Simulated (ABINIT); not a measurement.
# KF (Carobbiite): G0W0 in ABINIT against the exchange cutoff, part 2 of 2

Wanted: the cheapest exchange cutoff that holds the gap of KF (Carobbiite).

ABINIT 10.8.3; LDA and many-body steps on it, plane waves. Known limits of the many-body steps: not at the basis limit; coarse k mesh.

So far. Step 2 (Screening, 4×4×4 mesh, 29 bands, screening to 106.1 eV): Local fields lower ε∞ by 9 %. On a Γ-centred mesh this coarse the value itself is usually too large, while a short band sum pulls it down.

### 5. 14.4 Ha

Level of this step: G0W0 on LDA, plane waves, norm-conserving pseudopotentials (ABINIT).

The self-energy is evaluated for the states that the input lists, and the levels follow from it, in one-shot runs by the linearised quasiparticle equation.

Contents of run.abi:

```
acell 3*1.0 Angstrom
rprim 
  -0.000000000000 2.671850000000 2.671850000000
  2.671850000000 -0.000000000000 2.671850000000
  2.671850000000 2.671850000000 0.000000000000
ntypat 2
znucl 19 9
natom 2
typat 1 2
xred 
  0.000000000000 0.000000000000 0.000000000000
  0.500000000000 0.500000000000 0.500000000000
pp_dirpath "pseudos"
pseudos "K.upf, F.upf"
ecut 36
ngkpt 4 4 4
nshiftk 1
shiftk 0 0 0
kptopt 1
chksymbreak 0
istwfk *1
occopt 1
irdwfk 1
optdriver 4
nband 29
gwcalctyp 0
ecutsigx 14.4
symsigma 1
nkptgw 1
kptgw 
  0.0000000000 0.0000000000 0.0000000000
bdgw 
  6 12
ecuteps 3.9
irdscr 1
ppmodel 1
indata_prefix "in"
outdata_prefix "out"
tmpdata_prefix "tmp"
```

On the command line:

```bash
$ OMP_NUM_THREADS=1 mpirun -n 4 abinit run.abi > log
```

Output:

```text
.Version 10.8.3 of ABINIT. v10.8.2 released Aug 2026.

 Symmetries : space group Fm -3 m (#225); Bravais cF (face-center cubic)
[... echo of the input left out ...]
== DATASET  1 ==================================================================
-   mpi_nproc: 4, omp_nthreads: 1 (-1 if OMP is not activated)

--- !DatasetInfo
iteration_state: {dtset: 1, }
dimensions: {natom: 2, nkpt: 8, mband: 29, nsppol: 1, nspinor: 1, nspden: 1, mpw: 2685, }
cutoff_energies: {ecut:  36.0, pawecutdg:  -1.0, }
[...]
10  10.239 -11.047  -4.813  -2.418   0.893  -0.120  -7.640   3.407  13.645
       11  10.239 -11.047  -4.813  -2.418   0.893  -0.120  -7.640   3.407  13.645
       12  10.239 -11.047  -4.813  -2.418   0.893  -0.120  -7.640   3.407  13.645

== END DATASET(S) ==============================================================
================================================================================

 -outvars: echo values of variables after computation  --------
           etotal      0.0000000000E+00
            nband          29
             nkpt           8
          spgroup         225
 [... the other variables as echoed above ...]

 Calculation completed.
```

The job ended after 2.7 s (4 MPI ranks of Arm Neoverse V1, shared host; peak memory 0.11 GiB; 10 s of CPU time).

This step gave:

- G0W0 gap on the points computed: 9.609 eV
- starting gap on the mesh: 5.821 eV
- k of the valence top: 0, 0, 0
- k of the conduction bottom: 0, 0, 0
- least direct G0W0 gap on the computed points: 9.609 eV

The gap on the mesh goes from 5.82 eV to 9.61 eV, a correction of +3.79 eV.

### 6. 25.2 Ha

Edit run.abi of step 5 so:

```diff
@@ -26,3 +26,3 @@
 gwcalctyp 0
-ecutsigx 14.4
+ecutsigx 25.2
 symsigma 1
```

Output:

```text
.Version 10.8.3 of ABINIT. v10.8.2 released Aug 2026.

 Symmetries : space group Fm -3 m (#225); Bravais cF (face-center cubic)
[... echo of the input left out ...]
== DATASET  1 ==================================================================
-   mpi_nproc: 4, omp_nthreads: 1 (-1 if OMP is not activated)

--- !DatasetInfo
iteration_state: {dtset: 1, }
dimensions: {natom: 2, nkpt: 8, mband: 29, nsppol: 1, nspinor: 1, nspden: 1, mpw: 2685, }
cutoff_energies: {ecut:  36.0, pawecutdg:  -1.0, }
[...]
10  10.239 -11.047  -4.835  -2.418   0.893  -0.120  -7.659   3.387  13.626
       11  10.239 -11.047  -4.835  -2.418   0.893  -0.120  -7.659   3.387  13.626
       12  10.239 -11.047  -4.835  -2.418   0.893  -0.120  -7.659   3.387  13.626

== END DATASET(S) ==============================================================
================================================================================

 -outvars: echo values of variables after computation  --------
           etotal      0.0000000000E+00
            nband          29
             nkpt           8
          spgroup         225
 [... the other variables as echoed above ...]

 Calculation completed.
```

It took 2.7 s on 4 MPI ranks; peak memory 0.12 GiB.

This step gave:

| Item | Value |
| --- | --- |
| G0W0 gap on the points computed | 9.879 eV |
| starting gap on the mesh | 5.821 eV |
| k of the valence top | 0, 0, 0 |
| k of the conduction bottom | 0, 0, 0 |
| least direct G0W0 gap on the computed points | 9.879 eV |

Against the run before, the gap moves by +0.270 eV.

### 7. 36 Ha

Edit run.abi of step 6 so:

```diff
@@ -26,3 +26,3 @@
 gwcalctyp 0
-ecutsigx 25.2
+ecutsigx 36
 symsigma 1
```

Output:

```text
.Version 10.8.3 of ABINIT. v10.8.2 released Aug 2026.

 Symmetries : space group Fm -3 m (#225); Bravais cF (face-center cubic)
[... echo of the input left out ...]
== DATASET  1 ==================================================================
-   mpi_nproc: 4, omp_nthreads: 1 (-1 if OMP is not activated)

--- !DatasetInfo
iteration_state: {dtset: 1, }
dimensions: {natom: 2, nkpt: 8, mband: 29, nsppol: 1, nspinor: 1, nspden: 1, mpw: 2685, }
cutoff_energies: {ecut:  36.0, pawecutdg:  -1.0, }
[...]
10  10.239 -11.047  -4.836  -2.418   0.893  -0.120  -7.661   3.386  13.624
       11  10.239 -11.047  -4.836  -2.418   0.893  -0.120  -7.661   3.386  13.624
       12  10.239 -11.047  -4.836  -2.418   0.893  -0.120  -7.661   3.386  13.624

== END DATASET(S) ==============================================================
================================================================================

 -outvars: echo values of variables after computation  --------
           etotal      0.0000000000E+00
            nband          29
             nkpt           8
          spgroup         225
 [... the other variables as echoed above ...]

 Calculation completed.
```

Run time: 2.8 s. Hardware: 4 MPI ranks; peak memory 0.14 GiB.

This step gave:

```
G0W0 gap on the points computed              : 9.927 eV
starting gap on the mesh                     : 5.821 eV
k of the valence top                         : 0, 0, 0
k of the conduction bottom                   : 0, 0, 0
least direct G0W0 gap on the computed points : 9.927 eV
```

Against the run before, the gap moves by +0.048 eV.

### 8. Side by side

Times are wall times on 4 MPI ranks of Arm Neoverse V1, shared host, good to a factor of about two. A run's time includes the screening step that it read.

```
    run   mesh  bands  screening cutoff (eV)  DFT gap (eV)  gap on the mesh (eV)  direct (eV)  ε∞ used   time
 3.6 Ha  4×4×4     29                  106.1         5.821                 7.141        7.141     1.93  6.7 s
 7.2 Ha  4×4×4     29                  106.1         5.821                 8.868        8.868     1.93  6.9 s
14.4 Ha  4×4×4     29                  106.1         5.821                 9.609        9.609     1.93    7 s
25.2 Ha  4×4×4     29                  106.1         5.821                 9.879        9.879     1.93    7 s
  36 Ha  4×4×4     29                  106.1         5.821                 9.927        9.927     1.93  7.1 s
```

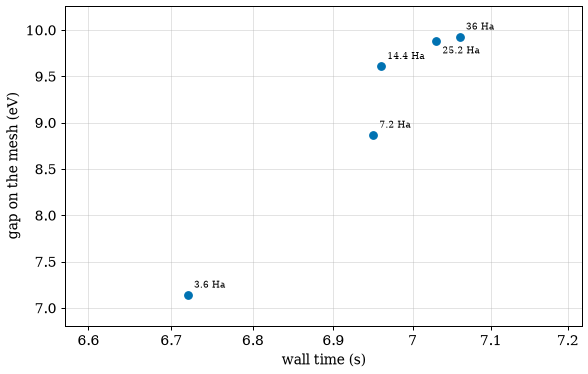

Result against wall time.

### 9. Results

```
3.6 Ha       : 7.141 eV
7.2 Ha       : 8.868 eV
14.4 Ha      : 9.609 eV
25.2 Ha      : 9.879 eV
36 Ha        : 9.927 eV
known limits : not at the basis limit; coarse k mesh
```

What this shows: The setting moved: exchange cutoff. From 3.6 Ha to 36 Ha the gap moves by +2.79 eV. The last step still moves it by +0.048 eV. Bands and screening cutoff are coupled, so a series along one setting does not show full convergence. Below the screening cutoff the correlation part is cut too. Bands and cutoff are finite, so the gap is not at the basis limit. The miss can reach some tenths of an eV and take either sign; the mesh is an error of its own. In the G0W0 runs levels were corrected at 1 k point alone, so a gap called «on the mesh» is the least over those, and an edge elsewhere would be missed. The 4×4×4 mesh is coarse for this cell, which bears on the long-range parts of exchange and screening.

[Paths, hosts, dates, memory and timing lines, banners, echoed tables and standing remarks are left out of the program output.]

[Logs are printed without paths, hosts, clocks, repeated set-up lines and the standing remarks that a program may print on its own settings, such as how far it seeks lower states.]

[Runs of the session that timed out or met a known fault of the program may be left out.]

[Hosts, paths, dates, database ids (printed as entryN), source tags and the programs' standing remarks are cut or masked in the printed files.]

[G0W0 gaps are taken among the corrected bands and points alone; a level outside them can change the order at an edge.]

[Where Ansatz stands beside ABINIT at settings called matched, ABINIT's density can come from a denser mesh and the files from another edition; pairs whose starting gaps differed by over 0.03 eV were left out, so agreement reads better than it is.]
